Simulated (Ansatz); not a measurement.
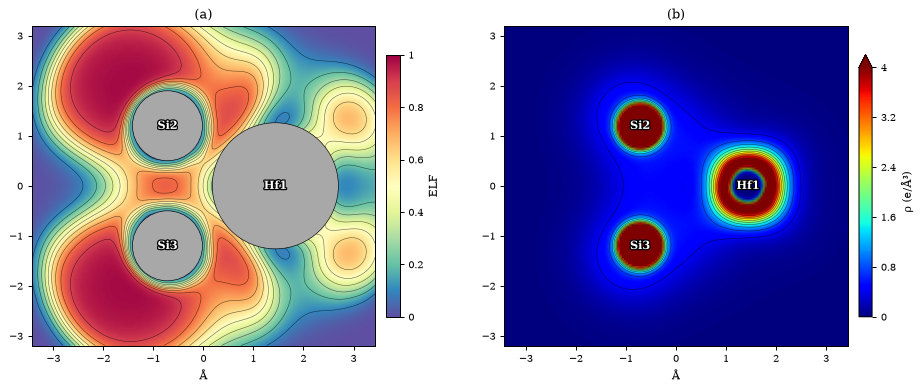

Figure. HfSi$_{2}$. (a) ELF; (b) electron density on the molecular plane. Grey discs cover the atomic cores in the ELF map.

Geometry: PBE-D4/def2-TZVP; core potentials replace the inner electrons of Hf.

These are results of Ansatz 0.2.0, RKS PBE0-D4/def2-TZVP, not measurements.

### Read the bonding off the picture.

The section cuts through Hf and Si sites. Si–Si (2.40 Å): ρ at the midpoint is about 0.5 e/Å³; the ELF peaks at about 0.80 between the atoms; a shared electron pair. Hf–Si (2.47 Å): ρ at the midpoint is about 0.56 e/Å³; the ELF peaks at about 0.70 in the valence shell of Si, 1.0 Å from its nucleus, and is about 0.50 at the midpoint.
